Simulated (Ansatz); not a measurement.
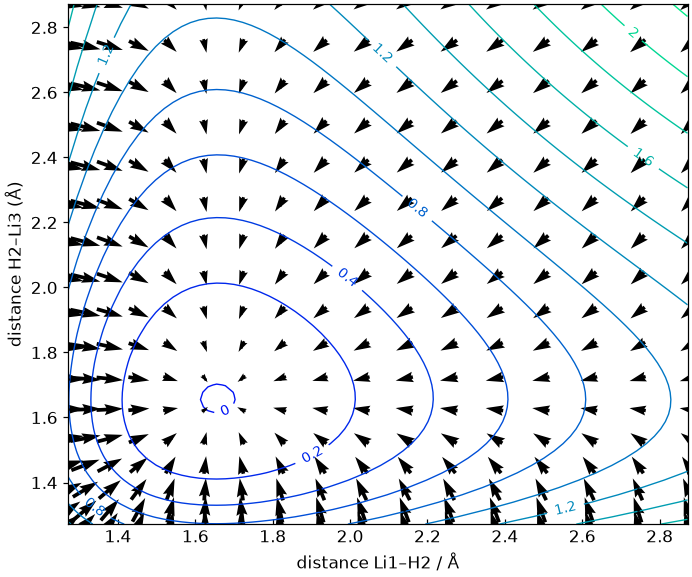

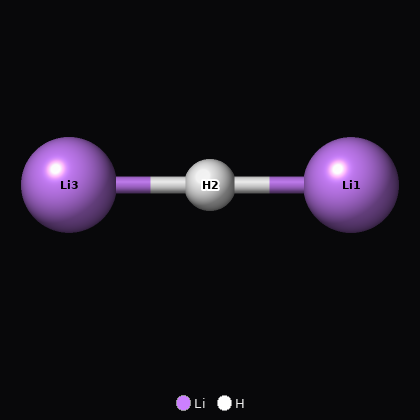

Energy landscape of the system Li⁺ + HLi. Coordinates scanned: (1) distance Li1–H2; (2) distance H2–Li3. Nothing is relaxed (the angle Li1–H2–Li3 is fixed at 180 degrees). Grid: 17 × 17 points; 153 points were computed and 136 follow by symmetry. Energies are in eV, from the lowest grid point. The reference is spin-restricted, so regions where a bond is pulled apart into radicals lie too high. The calculation used RHF/aug-cc-pVTZ in Ansatz 0.2.0.

In the figure: contour lines labelled in eV, dots at the grid points, arrows along the force (downhill), their lengths compressed. Between grid points the surface is interpolated. The second picture is the structure at the lowest point.

> Where are the wells?

The lowest grid point is at distance Li1–H2 = 1.625 Å, distance H2–Li3 = 1.625 Å. It is the only kind of minimum in the scanned range. The highest grid point, distance Li1–H2 = 2.872 Å, distance H2–Li3 = 2.872 Å, lies 2.24 eV above the lowest. Round the minimum the contours are nearly round: the two directions are equally stiff and uncoupled.

The values on the grid:

```
distance H2–Li3 ↓, distance Li1–H2 →  1.316  1.454  1.625  1.818  2.029  2.255  2.493  2.743
                               2.743   1.38   1.06   0.93   0.98   1.16   1.42   1.69   1.97
                               2.493   1.15   0.82   0.69   0.74   0.92   1.16   1.43   1.69
                               2.255   0.90   0.58   0.44   0.49   0.66   0.90   1.16   1.42
                               2.029   0.67   0.35   0.22   0.27   0.43   0.66   0.92   1.16
                               1.818   0.50   0.18   0.05   0.10   0.27   0.49   0.74   0.98
                               1.625   0.45   0.13   0.00   0.05   0.22   0.44   0.69   0.93
                               1.454   0.57   0.25   0.13   0.18   0.35   0.58   0.82   1.06
                               1.316   0.90   0.57   0.45   0.50   0.67   0.90   1.15   1.38
```

The table holds every second grid line.

The whole map (153 points run) took 100 s on 1 thread of Arm Neoverse N1 (shared host).
